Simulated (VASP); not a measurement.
# Sc under strain, part 2 of 3

Aim: follow the pressure of Sc through compression, expansion and shear. All runs use r2SCAN. Left out of this account: 1 further run (self-consistent run: a reference on another mesh). The start is a cell from a database of measured crystal structures.

VASP 6.6.1; r2SCAN; plane waves and PAW (Sc_sv).

So far, pressure (GPa): step 2 (bands, cell as listed) 0.0159; step 3 (cell volume +4.0 %) -2.02.

**4. Bands, volume times 1.08**

The cell is expanded evenly, with fractional positions held.

The input, INCAR:

```
SYSTEM = Sc
PREC = Accurate
ENCUT = 400
EDIFF = 1E-06
NELM = 100
ISMEAR = -1
SIGMA = 0.05
LREAL = .FALSE.
ALGO = Normal
METAGGA = R2SCAN
LASPH = .TRUE.
NBANDS = 23
LORBIT = 11
LWAVE = .FALSE.
LCHARG = .FALSE.
KPAR = 2
```

The input, POSCAR:

```
Sc
1.0
    3.3949862445      0.0000000000      0.0000000000
   -1.6974931223      2.9401443332      0.0000000000
    0.0000000000      0.0000000000      5.4103296958
Sc
2
Direct
    0.3333333333      0.6666666667      0.2500000000
    0.6666666667      0.3333333333      0.7500000000
```

The input, KPOINTS:

```
Automatic mesh
0
Gamma
13 13 8
0 0 0
```

The input, KPOINTS_OPT:

```
Line mode
16
Line-mode
Reciprocal
  0.00000000   0.00000000   0.00000000 GAMMA
  0.50000000   0.00000000   0.00000000 M

  0.50000000   0.00000000   0.00000000 M
  0.33333333   0.33333333   0.00000000 K

  0.33333333   0.33333333   0.00000000 K
  0.00000000   0.00000000   0.00000000 GAMMA

  0.00000000   0.00000000   0.00000000 GAMMA
  0.00000000   0.00000000   0.50000000 A

  0.00000000   0.00000000   0.50000000 A
  0.50000000   0.00000000   0.50000000 L

  0.50000000   0.00000000   0.50000000 L
  0.33333333   0.33333333   0.50000000 H

  0.33333333   0.33333333   0.50000000 H
  0.00000000   0.00000000   0.50000000 A

  0.50000000   0.00000000   0.50000000 L
  0.50000000   0.00000000   0.00000000 M

  0.33333333   0.33333333   0.00000000 K
  0.33333333   0.33333333   0.50000000 H
```

The projector-augmented-wave data sets are Sc_sv (PBE family, release 64).

Run with:

```console
mpirun -np 2 vasp_std
```

What it wrote:

```text
[... set-up lines as in an earlier step ...]
 entering main loop
       N       E                     dE             d eps       ncg     rms          rms(c)
DAV:   1     0.267901447288E+03    0.26790E+03   -0.96152E+03  4870   0.836E+02
DAV:   2    -0.180800216794E+02   -0.28598E+03   -0.28059E+03  4998   0.387E+02
DAV:   3    -0.288584891350E+02   -0.10778E+02   -0.10534E+02  7437   0.939E+01
DAV:   4    -0.290032816792E+02   -0.14479E+00   -0.14449E+00  6975   0.985E+00
DAV:   5    -0.290049861429E+02   -0.17045E-02   -0.17045E-02  7025   0.114E+00    0.902E+00
DAV:   6    -0.227532422792E+02    0.62517E+01   -0.55683E+00  6475   0.264E+01    0.210E+00
DAV:   7    -0.226682859716E+02    0.84956E-01   -0.42987E-01  7049   0.614E+00    0.118E+00
DAV:   8    -0.226742649179E+02   -0.59789E-02   -0.26053E-02  6419   0.137E+00    0.352E-01
DAV:   9    -0.226760330737E+02   -0.17682E-02   -0.42978E-03  6069   0.664E-01    0.464E-02
DAV:  10    -0.226760462631E+02   -0.13189E-04   -0.35479E-04  6420   0.190E-01    0.482E-02
DAV:  11    -0.226760474160E+02   -0.11529E-05   -0.80490E-05  6615   0.102E-01    0.699E-03
DAV:  12    -0.226760549880E+02   -0.75720E-05   -0.49740E-06  6587   0.243E-02    0.107E-03
DAV:  13    -0.226760544858E+02    0.50217E-06   -0.10428E-07  2996   0.255E-03
   1 F= -.22676054E+02 E0= -.22657725E+02  d E =-.366593E-01
 Start KPOINTS_OPT (optional k-point list driver)
k-point batch [1-105\144]
       N       E                     dE             ncg
DAV:   1    -0.218934757684E+05   -0.73224E+05     4878
DAV:   2    -0.512072108450E+05   -0.29314E+05     4854
DAV:   3    -0.522114059763E+05   -0.10042E+04     6402
DAV:   4    -0.522326172171E+05   -0.21211E+02     6678
DAV:   5    -0.522328649174E+05   -0.24770E+00     6733
DAV:   6    -0.522328703345E+05   -0.54171E-02     6754
DAV:   7    -0.522328704147E+05   -0.80267E-04     6592
DAV:   8    -0.522328704166E+05   -0.18927E-05     4043
DAV:   9    -0.522328704170E+05   -0.33615E-06     3500
k-point batch [106-144\144]
       N       E                     dE             ncg
DAV:   1     0.213766487222E+05   -0.33510E+05     1802
DAV:   2     0.102082633305E+05   -0.11168E+05     1802
DAV:   3     0.983331670737E+04   -0.37495E+03     2535
DAV:   4     0.982650136910E+04   -0.68153E+01     2478
DAV:   5     0.982642305688E+04   -0.78312E-01     2579
DAV:   6     0.982642210776E+04   -0.94912E-03     2549
DAV:   7     0.982642208795E+04   -0.19808E-04     2529
DAV:   8     0.982642208760E+04   -0.34942E-06     1395
```

Elapsed: 7.5 min, on 2 MPI ranks of AMD EPYC 7R13 (Zen 3), shared host; peak memory 0.43 GiB; 14 min of CPU time.

Parts of OUTCAR (step 4):

```text
  LATTYP: Found a hexagonal cell.
 ALAT       =     3.3949862445
 C/A-ratio  =     1.5936234512

 Found    105 irreducible k-points:

   ENCUT  =  400.0 eV  29.40 Ry    5.42 a.u.   5.54  5.54  8.82*2*pi/ulx,y,z

   NELECT =      22.0000    total number of electrons

 E-fermi :   3.1966

 k-point     1 :       0.0000    0.0000    0.0000
  band No.  band energies     occupation
    ...
      6     -26.0642      2.00000
      7     -26.0641      2.00000
      8     -26.0513      2.00000
      9      -2.1220      2.00000
     10       1.5785      2.00000
     11       3.3203      0.15555
     12       4.8989      0.00000
     13       4.8989      0.00000
     14       5.0131      0.00000
     15       5.2897      0.00000
    ...

 k-point     2 :       0.0769    0.0000    0.0000
  band No.  band energies     occupation
    ...
      6     -26.0767      2.00000
      7     -26.0659      2.00000
      8     -26.0537      2.00000
      9      -1.9950      2.00000
     10       1.6862      2.00000
     11       3.2551      0.47398
     12       4.6642      0.00000
     13       4.9865      0.00000
     14       5.1657      0.00000
     15       5.2245      0.00000
    ...

  Total       -1.1534166     -1.1534166     -1.4680009      0.0000000     -0.0000000     -0.0000000
  in kB      -34.2189268    -34.2189268    -43.5518387      0.0000000     -0.0000000     -0.0000000
  external PRESSURE =     -37.3298974 kB  Pullay stress =       0.0000000 kB

  energy-cutoff  :      400.00
  volume of cell :       54.00
      direct lattice vectors                 reciprocal lattice vectors
     3.394986245  0.000000000  0.000000000     0.294552003  0.170059678  0.000000000
    -1.697493122  2.940144333  0.000000000     0.000000000  0.340119357  0.000000000
     0.000000000  0.000000000  5.410329696     0.000000000  0.000000000  0.184831620

 POSITION                                       TOTAL-FORCE (eV/Angst)
 -----------------------------------------------------------------------------------
     -0.00000      1.96010      1.35258        -0.000000     -0.000000      0.000000
      1.69749      0.98005      4.05775         0.000000      0.000000      0.000000
 -----------------------------------------------------------------------------------
    total drift:                               -0.000000      0.000000     -0.000000

  FREE ENERGIE OF THE ION-ELECTRON SYSTEM (eV)
  ---------------------------------------------------
  free  energy   TOTEN  =       -22.6760544858 eV

  energy  without entropy=      -22.6393952002  energy(sigma->0) =      -22.65772484

 total charge
# of ion       s       p       d       tot
------------------------------------------
    1        2.246   6.103   0.901   9.249
    2        2.246   6.103   0.901   9.249
--------------------------------------------------
tot          4.491  12.206   1.802  18.499

[... 4 parts as in an earlier step ...]

[... 7 further parts left out ...]
```

This step gave:

```yaml
free_energy_toten: -22.68 eV
energy_at_zero_smearing: -22.66 eV
fermi_energy: 3.197 eV
pressure: -3.733 GPa
```

The electronic bands at the labelled points (eV, zero at the Fermi level; # counts the bands kept, so #1 is VASP's band 9):

```tsv
point	#1	#2	#3	#4	#5	#6	#7
Γ	-5.32	-1.62	0.12	1.70	1.70	1.82	2.09
M	-1.64	-1.05	-0.58	-0.36	1.22	1.53	1.80
K	-0.71	-0.71	-0.64	-0.30	1.05	1.05	2.06
Γ	-5.32	-1.62	0.12	1.70	1.70	1.82	2.09
A	-3.84	-3.84	0.96	0.96	1.65	1.65	1.65
L	-1.40	-1.40	0.00	0.00	1.17	1.17	2.45
H	-0.38	-0.38	-0.02	-0.02	0.17	0.17	2.40
A	-3.84	-3.84	0.96	0.96	1.65	1.65	1.65
jump to L	-1.40	-1.40	0.00	0.00	1.17	1.17	2.45
M	-1.64	-1.05	-0.58	-0.36	1.22	1.53	1.80
jump to K	-0.71	-0.71	-0.64	-0.30	1.05	1.05	2.06
H	-0.38	-0.38	-0.02	-0.02	0.17	0.17	2.40
```

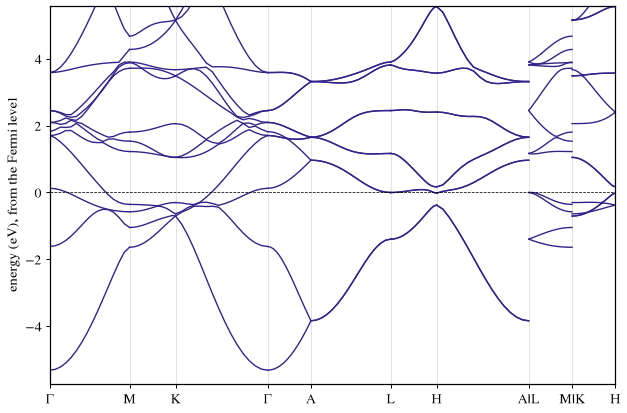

Electronic bands along the path.

 The pressure is -3.73 GPa.

For the pressure, step 2 gave 0.0159 GPa; this run, with cell volume +8.0 %, gives -3.73 GPa.

**5. Bands, sheared, principal strains -1.3, -0.5, +1.8 %**

The mesh alone shows little of the dispersion and can miss band extrema, so KPOINTS_OPT adds a path through the symmetry points after the self-consistent cycle.

INCAR is that of step 4.

The input, POSCAR:

```
Sc
1.0
    3.3203630000     -0.0268770000      0.0374280000
   -1.6834580000      2.8833870000     -0.0377320000
    0.0596460000     -0.0349960000      5.2486770000
Sc
2
Direct
    0.3333333333      0.6666666667      0.2500000000
    0.6666666667      0.3333333333      0.7500000000
```

KPOINTS is that of step 4.

The input, KPOINTS_OPT:

```
Line mode
16
Line-mode
Reciprocal
  0.00000000   0.00000000   0.50000000 X
  0.00000000   0.00000000   0.00000000 GAMMA

  0.00000000   0.00000000   0.00000000 GAMMA
  0.00000000  -0.50000000   0.00000000 Y

  0.00000000  -0.50000000   0.50000000 L
  0.00000000   0.00000000   0.00000000 GAMMA

  0.00000000   0.00000000   0.00000000 GAMMA
  0.50000000   0.00000000   0.00000000 Z

  0.50000000   0.00000000   0.50000000 N
  0.00000000   0.00000000   0.00000000 GAMMA

  0.00000000   0.00000000   0.00000000 GAMMA
  0.50000000  -0.50000000   0.00000000 M

  0.50000000  -0.50000000   0.50000000 R
  0.00000000   0.00000000   0.00000000 GAMMA
```

Run with:

```console
mpirun -np 2 vasp_std
```

What it wrote:

```text
[... set-up lines as in an earlier step ...]
 entering main loop
       N       E                     dE             d eps       ncg     rms          rms(c)
DAV:   1     0.255889130532E+03    0.25589E+03   -0.97768E+03 31518   0.853E+02
DAV:   2    -0.191135586609E+02   -0.27500E+03   -0.26984E+03 31878   0.385E+02
DAV:   3    -0.288205460383E+02   -0.97070E+01   -0.94887E+01 47463   0.909E+01
DAV:   4    -0.289618523894E+02   -0.14131E+00   -0.14105E+00 45007   0.102E+01
[...]
DAV:  11    -0.227194541265E+02   -0.32356E-05   -0.65037E-05 43013   0.904E-02    0.645E-03
DAV:  12    -0.227194585777E+02   -0.44512E-05   -0.34920E-06 30816   0.203E-02    0.167E-03
DAV:  13    -0.227194595772E+02   -0.99950E-06   -0.57685E-07 19701   0.856E-03
```

Run time: 21 min. Hardware: 2 MPI ranks.

The run was cut off at its time limit.

More ranks or a longer limit would be the way on.

**6. Bands, volume times 0.96**

The cell is compressed evenly, with fractional positions held.

INCAR is that of step 5.

The input, POSCAR:

```
Sc
1.0
    3.2642783016      0.0000000000      0.0000000000
   -1.6321391508      2.8269479342      0.0000000000
    0.0000000000      0.0000000000      5.2020304526
Sc
2
Direct
    0.3333333333      0.6666666667      0.2500000000
    0.6666666667      0.3333333333      0.7500000000
```

KPOINTS is that of step 5.

The input, KPOINTS_OPT:

```
Line mode
16
Line-mode
Reciprocal
  0.00000000   0.00000000   0.00000000 GAMMA
  0.50000000   0.00000000   0.00000000 M

  0.50000000   0.00000000   0.00000000 M
  0.33333333   0.33333333   0.00000000 K

  0.33333333   0.33333333   0.00000000 K
  0.00000000   0.00000000   0.00000000 GAMMA

  0.00000000   0.00000000   0.00000000 GAMMA
  0.00000000   0.00000000   0.50000000 A

  0.00000000   0.00000000   0.50000000 A
  0.50000000   0.00000000   0.50000000 L

  0.50000000   0.00000000   0.50000000 L
  0.33333333   0.33333333   0.50000000 H

  0.33333333   0.33333333   0.50000000 H
  0.00000000   0.00000000   0.50000000 A

  0.50000000   0.00000000   0.50000000 L
  0.50000000   0.00000000   0.00000000 M

  0.33333333   0.33333333   0.00000000 K
  0.33333333   0.33333333   0.50000000 H
```

Run with:

```console
mpirun -np 2 vasp_std
```

What it wrote:

```text
[... set-up lines as in an earlier step ...]
 entering main loop
       N       E                     dE             d eps       ncg     rms          rms(c)
DAV:   1     0.251249081745E+03    0.25125E+03   -0.98173E+03  4902   0.859E+02
DAV:   2    -0.192251409702E+02   -0.27047E+03   -0.26540E+03  4942   0.383E+02
DAV:   3    -0.287598113121E+02   -0.95347E+01   -0.93132E+01  7262   0.896E+01
DAV:   4    -0.289073964988E+02   -0.14759E+00   -0.14728E+00  7026   0.107E+01
DAV:   5    -0.289087998281E+02   -0.14033E-02   -0.14033E-02  7033   0.112E+00    0.101E+01
DAV:   6    -0.227579514143E+02    0.61508E+01   -0.51206E+00  6223   0.260E+01    0.209E+00
DAV:   7    -0.226968617217E+02    0.61090E-01   -0.36132E-01  7077   0.569E+00    0.108E+00
DAV:   8    -0.227032184457E+02   -0.63567E-02   -0.29563E-02  6560   0.155E+00    0.357E-01
DAV:   9    -0.227047123265E+02   -0.14939E-02   -0.51730E-03  6599   0.789E-01    0.373E-02
DAV:  10    -0.227047523868E+02   -0.40060E-04   -0.37161E-04  6398   0.198E-01    0.379E-02
DAV:  11    -0.227047545743E+02   -0.21875E-05   -0.69147E-05  6622   0.929E-02    0.661E-03
DAV:  12    -0.227047583261E+02   -0.37517E-05   -0.41234E-06  5101   0.214E-02    0.166E-03
DAV:  13    -0.227047592564E+02   -0.93034E-06   -0.54725E-07  2999   0.760E-03
   1 F= -.22704759E+02 E0= -.22688393E+02  d E =-.327317E-01
 Start KPOINTS_OPT (optional k-point list driver)
k-point batch [1-105\144]
       N       E                     dE             ncg
DAV:   1    -0.200107382396E+05   -0.72261E+05     4862
DAV:   2    -0.491095579483E+05   -0.29099E+05     4846
DAV:   3    -0.500832411744E+05   -0.97368E+03     6334
DAV:   4    -0.501029816972E+05   -0.19741E+02     6793
DAV:   5    -0.501032106203E+05   -0.22892E+00     6785
DAV:   6    -0.501032133687E+05   -0.27484E-02     6794
DAV:   7    -0.501032134400E+05   -0.71257E-04     6257
DAV:   8    -0.501032134413E+05   -0.13053E-05     3978
DAV:   9    -0.501032134416E+05   -0.36488E-06     3535
k-point batch [106-144\144]
       N       E                     dE             ncg
DAV:   1     0.218716124571E+05   -0.34729E+05     1802
DAV:   2     0.111300304786E+05   -0.10742E+05     1794
DAV:   3     0.107888118697E+05   -0.34122E+03     2436
DAV:   4     0.107824387866E+05   -0.63731E+01     2570
DAV:   5     0.107823921994E+05   -0.46587E-01     2552
DAV:   6     0.107823914501E+05   -0.74930E-03     2511
DAV:   7     0.107823914319E+05   -0.18253E-04     2410
DAV:   8     0.107823914315E+05   -0.34750E-06     1362
```

Elapsed: 7.1 min, on 2 MPI ranks; peak memory 0.41 GiB; 14 min of CPU time.

From OUTCAR (step 6):

```text
   ENCUT  =  400.0 eV  29.40 Ry    5.42 a.u.   5.32  5.32  8.48*2*pi/ulx,y,z

   NELECT =      22.0000    total number of electrons

 E-fermi :   3.8864

 k-point     1 :       0.0000    0.0000    0.0000
  band No.  band energies     occupation
    ...
      6     -24.9809      2.00000
      7     -24.9808      2.00000
      8     -24.9684      2.00000
      9      -1.6715      2.00000
     10       2.1118      2.00000
     11       4.2287      0.00213
     12       5.7471      0.00000
     13       5.7471      0.00000
     14       5.8856      0.00000
     15       6.2149      0.00000
    ...

  Total        0.9252280      0.9252280      0.3450951      0.0000000      0.0000000      0.0000000
  in kB       30.8802967     30.8802967     11.5178520      0.0000000      0.0000000      0.0000000
  external PRESSURE =      24.4261485 kB  Pullay stress =       0.0000000 kB

 POSITION                                       TOTAL-FORCE (eV/Angst)
 -----------------------------------------------------------------------------------
     -0.00000      1.88463      1.30051         0.000000      0.000000      0.000000
      1.63214      0.94232      3.90152        -0.000000     -0.000000      0.000000
 -----------------------------------------------------------------------------------
    total drift:                                0.000000     -0.000000      0.000000

  FREE ENERGIE OF THE ION-ELECTRON SYSTEM (eV)
  ---------------------------------------------------
  free  energy   TOTEN  =       -22.7047592564 eV

  energy  without entropy=      -22.6720275223  energy(sigma->0) =      -22.68839339

[... 4 parts as in an earlier step ...]

[... 12 further parts left out ...]
```

Numbers from this step:

```
free energy (TOTEN)     : -22.70 eV
energy at zero smearing : -22.69 eV
Fermi energy            : 3.886 eV
pressure                : 2.443 GPa
```

The electronic bands at the labelled points (eV, zero at the Fermi level; # counts the bands kept, so #1 is VASP's band 9):

```tsv
point	#1	#2	#3	#4	#5	#6
Γ	-5.56	-1.77	0.34	1.86	1.86	2.00
M	-1.70	-1.15	-0.75	-0.36	1.38	1.66
K	-0.72	-0.72	-0.68	-0.48	1.15	1.15
Γ	-5.56	-1.77	0.34	1.86	1.86	2.00
A	-3.95	-3.95	1.03	1.03	1.80	1.80
L	-1.57	-1.57	0.04	0.04	1.36	1.36
H	-0.46	-0.46	-0.05	-0.05	0.25	0.25
A	-3.95	-3.95	1.03	1.03	1.80	1.80
jump to L	-1.57	-1.57	0.04	0.04	1.36	1.36
M	-1.70	-1.15	-0.75	-0.36	1.38	1.66
jump to K	-0.72	-0.72	-0.68	-0.48	1.15	1.15
H	-0.46	-0.46	-0.05	-0.05	0.25	0.25
```

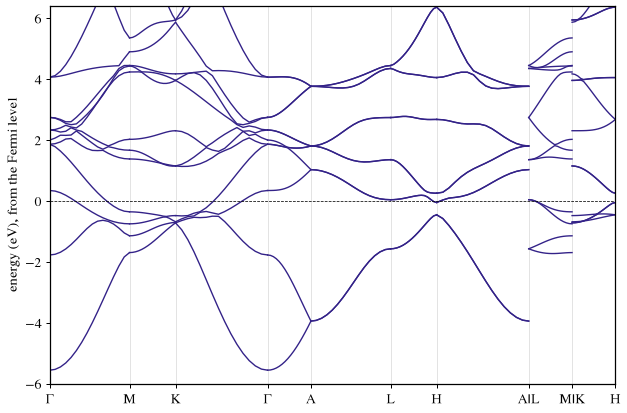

Electronic bands along the path.

 The pressure is 2.44 GPa.

For the pressure, step 2 gave 0.0159 GPa; this run, with cell volume -4.0 %, gives 2.44 GPa.

[end of part 2 of 3]

[Lines on the potential files, build, host, timing and source positions are cut from VASP's logs without a mark.]

[Logs are printed without paths, hosts, clocks, repeated set-up lines and the standing remarks that a program may print on its own settings, such as how far it seeks lower states.]

[Hosts, paths, dates, database ids (printed as entryN), source tags and the programs' standing remarks are cut or masked in the printed files.]

[A measured line is paired with the nearest computed mode of its activity, which favours agreement.]
